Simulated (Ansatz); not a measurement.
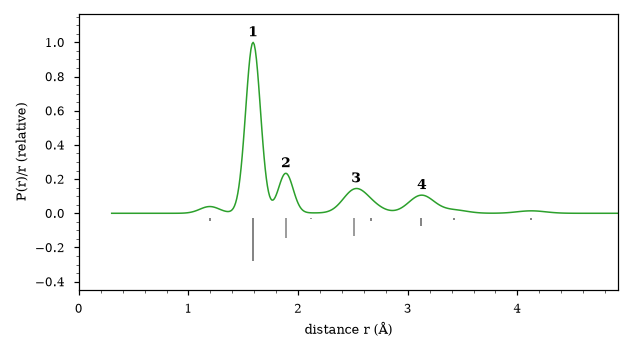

Simulated gas electron diffraction: radial distribution curve of BF₂H₂Si (spin multiplicity 2). Each pair of atoms contributes with weight ZᵢZⱼ/r (bars below the curve); damping constant 0.001 Å²; vibrational amplitudes assumed, not computed: 0.05 Å for bonds, 0.078 Å for bonds to H, 0.06 + 0.015 r up to 0.15 Å for other pairs. The geometry is the end point of an optimisation (Ansatz 0.2.0, UHF/def2-SVP); it may be a saddle point or a higher isomer.

Read the positions of the numbered peaks and name the main pairs (– for bonds).

Peak 1, 1.59 Å: Si–F 1.59 Å (×2)
Peak 2, 1.89 Å: Si–B 1.89 Å
Peak 3, 2.53 Å: F···F 2.51 Å, Si···H 2.66 Å (×2), not resolved
Peak 4, 3.13 Å: F···B 3.12 Å (×2); in its flanks F···H 3.42 Å
